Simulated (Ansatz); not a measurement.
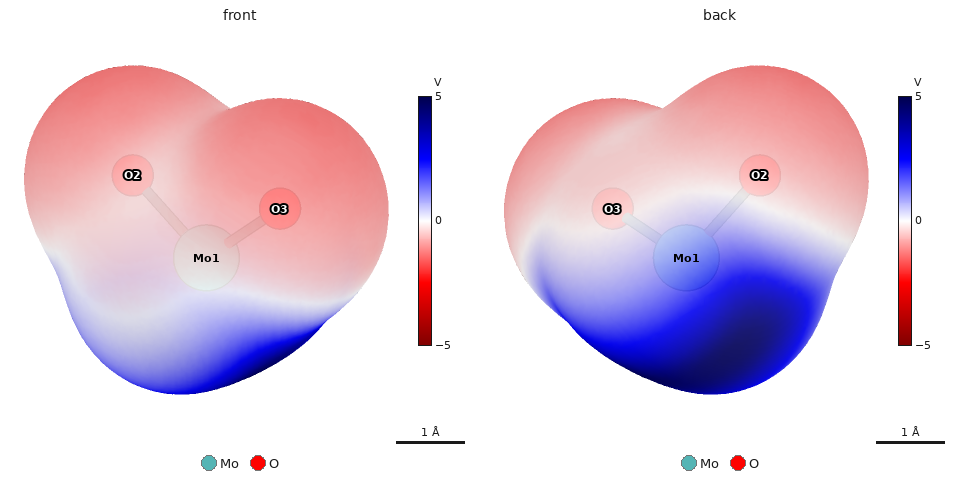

*MoO₂. The electrostatic potential painted on the density surface at 0.002 e/bohr³, seen from the front and from behind; the colour scale runs from red (negative) to blue (positive).*

Geometry: r2SCAN-D4/def2-TZVP; core potentials replace the inner electrons of Mo.

Computed with RKS PBE0-D4/def2-TZVP (Ansatz 0.2.0).

### Which sites attract a positive test charge, and which a negative one?

A positive charge is drawn to the negative regions and a negative charge to the positive ones. The most negative region (about −1.3 V, or −30 kcal/mol for a unit charge) lies over O2 and O3, the most positive (about +4.8 V, or +111 kcal/mol for a unit charge) over Mo1.
